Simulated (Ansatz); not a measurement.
# One shape, several levels: SiS (SMILES [Si-]#[S+])

Wanted: a comparison of 6 runs (HF/3-21G, HF/def2-SVP, HF/aug-cc-pVDZ, CAM-B3LYP/3-21G, MP2/def2-TZVP, CCSD(T)/def2-SVP) of SiS. 

The results are computed with Ansatz 0.2.0.

10 further runs of the same task are left out: 4 for a known fault of the program, 1 that didn't finish, 5 set aside as unsound or not needed.

### Step 1. Starting point

The species is SiS (2 atoms), meant as a singlet with charge 0. SMILES: `[Si-]#[S+]`. The bond length is the measured one.

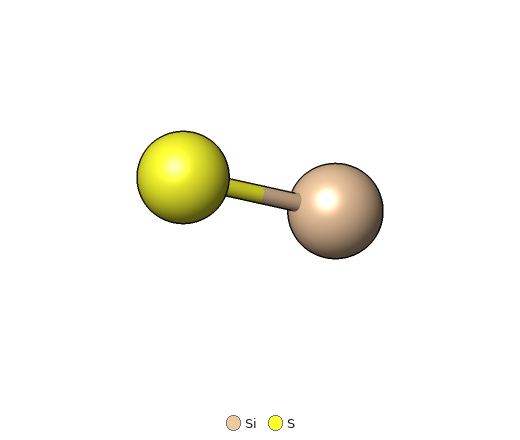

Viewed from a chosen angle; silicon light orange, sulfur yellow.

### Step 2. Energy and gradient at HF/3-21G (run 1)

Input file input.yaml:

```yaml
crystal:
  periodic: [false, false, false]
  atoms:
    - {symbol: Si, position_ang: [0.000000, 0.000000, 0.000000]}
    - {symbol: S, position_ang: [0.000000, 0.000000, 1.929321]}
basis:
  gaussian:
    orbitals: 3-21G.json
hamiltonian:
  xc: hf
accuracy: high
output: {forces: true, orbitals: {seedname: orbitals}}
```

The basis set 3-21G is read from a file made from the Basis Set Exchange's data (not shown).

Launch:

```
$ ansatz run input.yaml --threads 1 --pin off --max-ram 2610MiB --events-out events.jsonl --progress --plain --runs-dir runs
```

The program printed:

```text
Warning: RAYON_NUM_THREADS=1 ignored (pool sized by the plan → 1); use --threads N
Functional definition: HF
  name "HF"
  exchange = exact_x
  correlation = 0
521 factors; integrals over basis functions are off by at most 3.0e-9 eV
mean field evaluation 1: about -18583.4365 eV, gradient 1.8e1 eV
mean field evaluation 2: about -18583.4399 eV, gradient 1.8e1 eV
mean field evaluation 4: about -18584.7862 eV, gradient 7.8e-1 eV
mean field evaluation 8: about -18584.7908 eV, gradient 3.2e-4 eV
mean field -18584.79080200 eV, -682.9784647499 hartree, gradient 2.0e-8 eV, S^2 0.000000; 0 other end points of the search recorded, 0 dependent functions left out
the calculation of the forces begins
reference -18584.79080200 eV, -682.9784647499 hartree; 15, 15 occupied and 11, 11 virtual orbitals, 521 factors
Total energy: -18584.79080200 eV, -682.9784647499 hartree
Atom 0 at     0.000000     0.000000     0.000000 Å, force    -0.000000    -0.000000    -2.176982 eV/Å
Atom 1 at     0.000000     0.000000     1.929321 Å, force     0.000000     0.000000     2.176982 eV/Å
Dipole moment:    -0.000000    -0.000000    -0.611470 e Å
```

It took 0.28 s on 1 thread of Arm Neoverse V1, shared host.

### Step 3. Energy and gradient at HF/def2-SVP (run 2)

Input file molecule.yaml:

```yaml
crystal:
  periodic: [false, false, false]
  atoms:
    - {symbol: Si, position_ang: [0.000000, 0.000000, 0.000000]}
    - {symbol: S, position_ang: [0.000000, 0.000000, 1.929321]}
basis:
  gaussian: {orbitals: def2-SVP}
hamiltonian: {xc: hf}
accuracy: high
output: {forces: true, orbitals: {seedname: orbitals}}
```

Launch:

```
$ ansatz run molecule.yaml --threads 1 --pin off --max-ram 2610MiB --events-out events.jsonl --progress --plain --runs-dir runs
```

The program printed:

```text
Warning: RAYON_NUM_THREADS=1 ignored (pool sized by the plan → 1); use --threads N
[... 4 set-up lines as earlier in the session ...]
569 factors; integrals over basis functions are off by at most 3.6e-9 eV
mean field evaluation 1: about -18672.8814 eV, gradient 1.7e1 eV
mean field evaluation 2: about -18672.8865 eV, gradient 1.7e1 eV
mean field evaluation 4: about -18674.0213 eV, gradient 1.1e0 eV
mean field evaluation 8: about -18674.0298 eV, gradient 2.2e-4 eV
mean field -18674.02977774 eV, -686.2579366198 hartree, gradient 2.8e-8 eV, S^2 0.000000; 0 other end points of the search recorded, 0 dependent functions left out
the calculation of the forces begins
reference -18674.02977774 eV, -686.2579366198 hartree; 15, 15 occupied and 21, 21 virtual orbitals, 569 factors
Total energy: -18674.02977774 eV, -686.2579366198 hartree
Atom 0 at     0.000000     0.000000     0.000000 Å, force     0.000000    -0.000000     0.513421 eV/Å
Atom 1 at     0.000000     0.000000     1.929321 Å, force     0.000000    -0.000000    -0.513421 eV/Å
Dipole moment:     0.000000     0.000000    -0.434891 e Å
```

Wall time 0.36 s (1 thread of Arm Neoverse V1, shared host).

Run 3 isn't shown in full; the table further down has it.

### Step 4. Energy and gradient at CAM-B3LYP/3-21G (run 4)

molecule.yaml, as its differences from that of step 3:

```diff
@@ -6,4 +6,5 @@
 basis:
-  gaussian: {orbitals: def2-SVP}
-hamiltonian: {xc: hf}
+  gaussian: {orbitals: 3-21G.json}
+magnetization: {spin_polarized: false, initial_magnetization: 0}
+hamiltonian: {xc: {name: CAM-B3LYP}}
 accuracy: high
```

The basis set 3-21G is read from a file made from the Basis Set Exchange's data (not shown).

Launch:

```
$ ansatz run molecule.yaml --threads 1 --pin off --max-ram 2610MiB --events-out events.jsonl --progress --plain --runs-dir runs
```

The program printed, cut to the lines that bear on the results:

```text
Warning: RAYON_NUM_THREADS=1 ignored (pool sized by the plan → 1); use --threads N
Functional definition: CAM-B3LYP
  name "CAM-B3LYP"
[...]
521 factors; integrals over basis functions are off by at most 3.0e-9 eV
180 factors; integrals over basis functions are off by at most 1.8e-9 eV
[...]
mean field -18617.46778658 eV, -684.1793217841 hartree, gradient 2.7e-8 eV, S^2 0.000000; 0 other end points of the search recorded, 0 dependent functions left out
[...]
reference -18617.46779917 eV, -684.1793222465 hartree; 15, 15 occupied and 11, 11 virtual orbitals, 521 factors
Total energy: -18617.46779917 eV, -684.1793222465 hartree
Atom 0 at     0.000000     0.000000     0.000000 Å, force     0.000000     0.000000    -2.254952 eV/Å
Atom 1 at     0.000000     0.000000     1.929321 Å, force    -0.000000    -0.000000     2.254952 eV/Å
Dipole moment:    -0.000000    -0.000000    -0.455377 e Å
```

It took 1.3 s on 1 thread of Arm Neoverse V1, shared host.

Run 5 isn't shown in full; the table further down has it.

### Step 5. Energy and gradient at CCSD(T)/def2-SVP (run 6)

Input file in.yaml:

```yaml
crystal:
  periodic: [false, false, false]
  atoms:
    - symbol: Si
      position_ang: [0.000000, 0.000000, 0.000000]
    - symbol: S
      position_ang: [0.000000, 0.000000, 1.929321]
basis:
  gaussian:
    orbitals: def2-SVP
correlation:
  method: ccsd_t
  frozen_orbitals: {S: 5, Si: 5}
accuracy: high
scf:
  omitted_lower_state_checks: [cluster_reference, increment]
output:
  forces: true
  orbitals: {seedname: orbitals}
```

Launch:

```
$ ansatz run in.yaml --threads 1 --pin off --max-ram 2610MiB --events-out events.jsonl --progress --plain --runs-dir runs
```

The program printed, cut to the lines that bear on the results:

```text
Warning: RAYON_NUM_THREADS=1 ignored (pool sized by the plan → 1); use --threads N
[... 2 set-up lines as earlier in the session ...]
[...]
569 factors; integrals over basis functions are off by at most 3.6e-9 eV
[...]
mean field -18674.02977774 eV, -686.2579366198 hartree, gradient 2.8e-8 eV, S^2 0.000000; 0 other end points of the search recorded, 0 dependent functions left out
10 core orbitals not correlated: weight in the atoms' cores, before any rotation towards them, 1.000 or more for the frozen orbitals, at most 0.000 for the correlated occupied ones
reference -18674.02977774 eV, -686.2579366198 hartree; 5, 5 occupied and 21, 21 virtual orbitals, 569 factors
second order -5.46877454 eV of doubles, -0.00000000 eV of singles
cycle   1  -5.76358193 eV  change   -2.9e-1 eV  update   9.9e-2
[...]
cycle  20  -6.06147994 eV  change   2.1e-10 eV  update  5.9e-10
perturbative correction -0.30488026 eV, -0.0112041430 hartree
[...]
Total energy: -18680.39613794 eV, -686.4918960419 hartree
Atom 0 at     0.000000     0.000000     0.000000 Å, force     0.000000    -0.000000    -0.726188 eV/Å
Atom 1 at     0.000000     0.000000     1.929321 Å, force    -0.000000     0.000000     0.726188 eV/Å
Dipole moment:     0.000000     0.000000    -0.240471 e Å
Checks for a lower state left out: cluster_reference, increment
```

It took 1.1 s on 1 thread of Arm Neoverse V1, shared host.

### Step 6. The series

| run | level | frozen core orbitals | energy (Eh) | dipole moment (D) | HOMO energy (eV) | LUMO energy (eV) | wall time |
| --- | --- | --- | --- | --- | --- | --- | --- |
| 1 | HF/3-21G | – | -682.978465 | 2.94 | -10.60 | 0.40 | 0.28 s |
| 2 | HF/def2-SVP | – | -686.257937 | 2.09 | -10.54 | 0.95 | 0.36 s |
| 3 | HF/aug-cc-pVDZ | – | -686.484580 | 2.26 | -10.63 | 0.41 | 1.4 s |
| 4 | CAM-B3LYP/3-21G | – | -684.179322 | 2.19 | -9.32 | -1.42 | 1.3 s |
| 5 | MP2/def2-TZVP | 10 | -686.751884 | 1.58 | -10.56 | 0.70 | 2.7 s |
| 6 | CCSD(T)/def2-SVP | 10 | -686.491896 | 1.16 | -10.54 | 0.95 | 1.1 s |

### Step 7. What came out

| quantity | value |
| --- | --- |
| run 6: total energy | -686.49190 Eh |
| run 6: dipole moment (correlated density) | 1.16 D |
| run 6: HOMO energy (Hartree–Fock orbitals) | -10.54 eV |
| run 6: LUMO energy (Hartree–Fock orbitals) | 0.95 eV |
| run 6: HOMO–LUMO gap (Hartree–Fock orbitals) | 11.49 eV |
| run 6: correlation energy (10 core orbitals frozen) | -234.0 mEh |
| run 6: (T) correction | -11.20 mEh |
| run 6: T1 diagnostic | 0.025 |
| run 6: largest force on an atom | 0.726 eV/Å |

**Reading.** The dipole moment (its size) runs from 1.16 D (CCSD(T)/def2-SVP) to 2.94 D (HF/3-21G). The two ends differ in method and basis. Over runs 1, 2, 3, 4 the HOMO–LUMO gap runs from 7.91 eV (CAM-B3LYP/3-21G) to 11.49 eV (HF/def2-SVP). All runs together took 7.1 s, the longest 2.7 s.
